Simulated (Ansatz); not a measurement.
# Calculations on Si2H5OF

### Relaxation

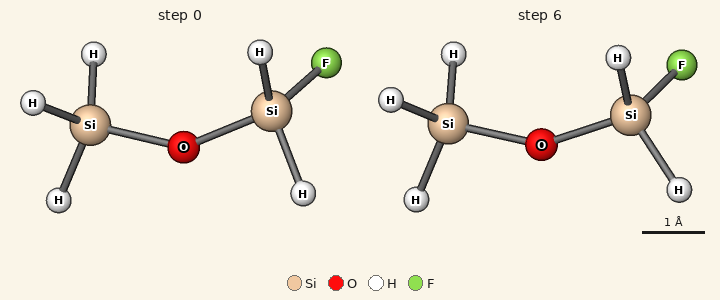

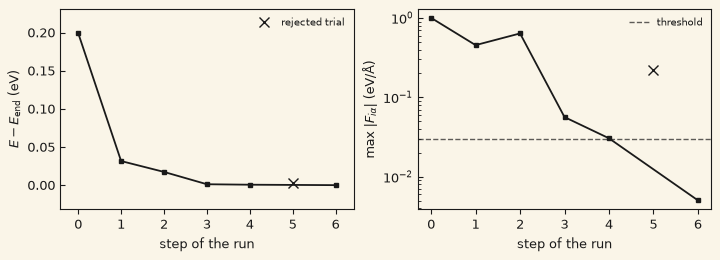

First and last geometry of a relaxation of Si2H5OF, with the history of the run. A ball-and-stick model, seen from a free direction.

The run prepares an end point of a later path (reaction) calculation, from a guessed geometry.

These are results of RKS PBE0/def2-SVP in Ansatz 0.2.0, not measurements.

Input
```yaml
crystal:
  periodic: [false, false, false]
  atoms:
    - { symbol: Si, position_ang: [0.353892, 0.041307, -0.202315] }
    - { symbol: O, position_ang: [0.371674, -0.247781, 1.423257] }
    - { symbol: Si, position_ang: [-0.519921, -0.464247, 2.812285] }
    - { symbol: H, position_ang: [-1.699092, -1.34994, 2.573466] }
    - { symbol: H, position_ang: [0.369957, -1.078224, 3.834221] }
    - { symbol: H, position_ang: [-1.004679, 0.857822, 3.307628] }
    - { symbol: H, position_ang: [1.801055, 0.128479, -0.280038] }
    - { symbol: H, position_ang: [-0.450966, 1.226978, -0.586547] }
    - { symbol: F, position_ang: [-0.241521, -1.201094, -1.048956] }
basis:
  gaussian: { orbitals: def2-SVP }
hamiltonian:
  xc: pbe0
relax:
  f_tol: 0.03
  max_steps: 50
```

Launched with:
```bash
ansatz run input.yaml --threads 2 --pin off --max-ram 3072MiB --backend cpu --events-out ev --progress --plain --runs-dir out
```

Q: Read the history and describe the run.

A: It converged. Over 5 accepted moves (6 points after the start) the energy falls by 0.199 eV. The largest force component goes from 1 to 0.0051 eV/Å. The line search rejected the trial step at point 5 of the run. The largest move after the best rigid fit is that of H7, 0.28 Å. By element the largest moves are H 0.28 Å, F 0.08 Å, Si 0.07 Å, O 0.06 Å. Among the contacts that change: Si1–H7 1.452 → 1.482 Å, Si1–O2 1.651 → 1.637 Å. Among the angles between lasting bonds that change: O2–Si1–H7 93.0° → 108.8°, H7–Si1–H8 118.6° → 113.0°, H7–Si1–F9 112.7° → 107.9°. The run took 15 s on 2 threads of Arm Neoverse V1, with other jobs on the host, peak memory 0.17 GiB.

### Relaxation

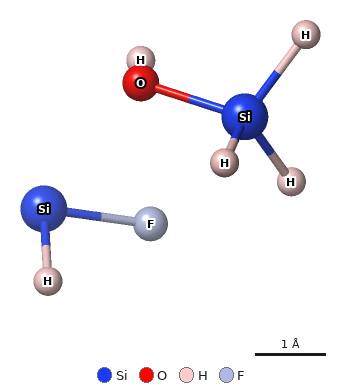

This is the input geometry for a relaxation of Si$_{2}$H$_{5}$OF. Style: ball-and-stick. Shown from a free direction.

The run prepares an end point of a later path (reaction) calculation, from a guessed geometry.

Level of theory: RKS PBE0/def2-SVP (Ansatz).

Input
```yaml
crystal:
  periodic: [false, false, false]
  atoms:
    - { symbol: Si, position_ang: [0.024511, 0.259377, -1.172228] }
    - { symbol: O, position_ang: [0.935854, 0.142134, 1.535645] }
    - { symbol: Si, position_ang: [-0.155789, -0.392406, 2.710451] }
    - { symbol: H, position_ang: [-1.138416, -1.345486, 2.121261] }
    - { symbol: H, position_ang: [0.571528, -1.069019, 3.825671] }
    - { symbol: H, position_ang: [-0.830354, 0.83251, 3.213138] }
    - { symbol: H, position_ang: [1.358875, -0.560638, 0.994327] }
    - { symbol: H, position_ang: [-1.109093, 1.196289, -0.703973] }
    - { symbol: F, position_ang: [-0.676715, -1.149461, -0.691291] }
basis:
  gaussian: { orbitals: def2-SVP }
hamiltonian:
  xc: pbe0
relax:
  f_tol: 0.03
  max_steps: 50
```

Command:
```bash
ansatz run input.yaml --threads 2 --pin off --max-ram 3072MiB --backend cpu --events-out ev --progress --plain --runs-dir out
```

Question: What does the optimiser find from here?

Answer: Over 12 geometry steps the energy falls by 12.6 kcal/mol. The largest force component goes from 1 to 0.017 eV/Å. The largest move after the best rigid fit is that of H8, 1.00 Å. By element the largest moves are H 1.00 Å, Si 0.50 Å, O 0.46 Å, F 0.23 Å. Among the contacts that change: Si1–O2 2.860 → 2.025 Å, Si1–Si3 3.941 → 3.182 Å, O2–Si3 1.690 → 1.728 Å, O2–H7 0.983 → 0.965 Å. Among the angles between lasting bonds that change: O2–Si3–H5 110.3° → 104.0°, Si3–O2–H7 115.8° → 119.2°, H4–Si3–H6 111.2° → 113.9°. Groups turn about O2–Si3 by about 60°.

Final geometry:

```xyz
9

Si    0.0190    0.3172   -0.6791
O     0.8323   -0.0549    1.1378
Si   -0.2932   -0.3018    2.4261
H    -1.3892   -1.1845    1.9654
H     0.5154   -0.9725    3.4896
H    -0.7502    1.0295    2.8898
H     1.6898   -0.4961    1.1715
H    -1.1426    0.8334    0.2256
F    -0.5010   -1.2571   -0.7938
```

The end point in the same view:

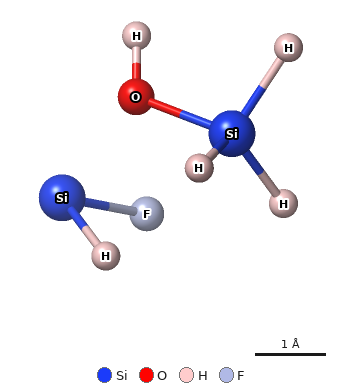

Limits of the set-up: the start holds two separate molecules, 2.7 Å apart at their closest, whose relative position is a soft coordinate and is computed without a dispersion correction.

### Path

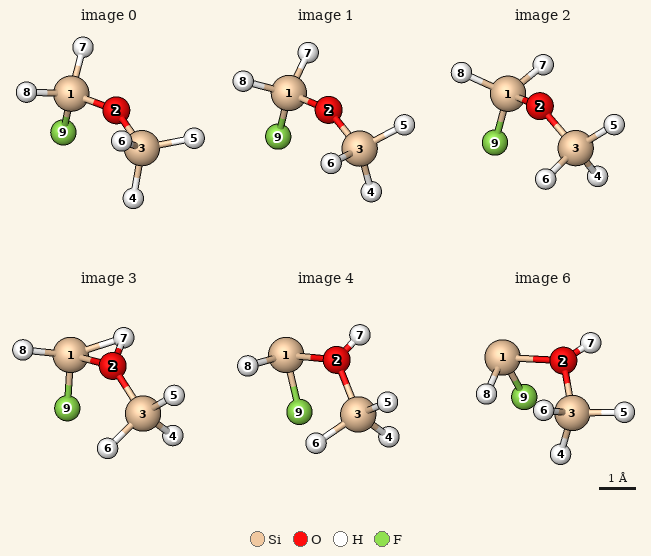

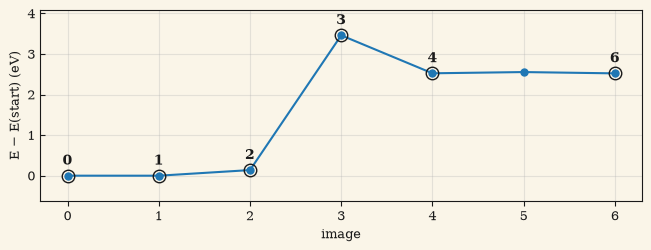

NEB run on Si₂H₅OF. Images are numbered from 0 (start) to 6 (end). The picture is a ball-and-stick view, seen from a free direction.

All numbers below come from Ansatz 0.2.0, RKS PBE0/def2-SVP. Settings: 5 movable images; climbing image; force threshold 0.05 eV/Å; iteration limit 60; starting path through a guess of the saddle point.

**Read off the barrier and say what moves.**

Forward barrier 3.46 eV, backward barrier 0.94 eV, with image 3 at the top; the reaction energy is +2.52 eV. The path has more than one stage, and so few images may leave a stage unresolved. Breaking: Si1–H7 (1.48 → 1.65 at the top → 2.62 Å). Forming: O2–H7 (2.54 → 1.24 at the top → 0.96 Å). The band converged in 24 iterations. The largest component of the band force went from 7.9 to 0.045 eV/Å. The climbing image converged on the top of the path. Its vibrational analysis gives one imaginary mode (1491i cm⁻¹), as a transition state must have.

The run took 3.4 min on 2 threads of Arm Neoverse V1 (shared host), peak memory 0.18 GiB.
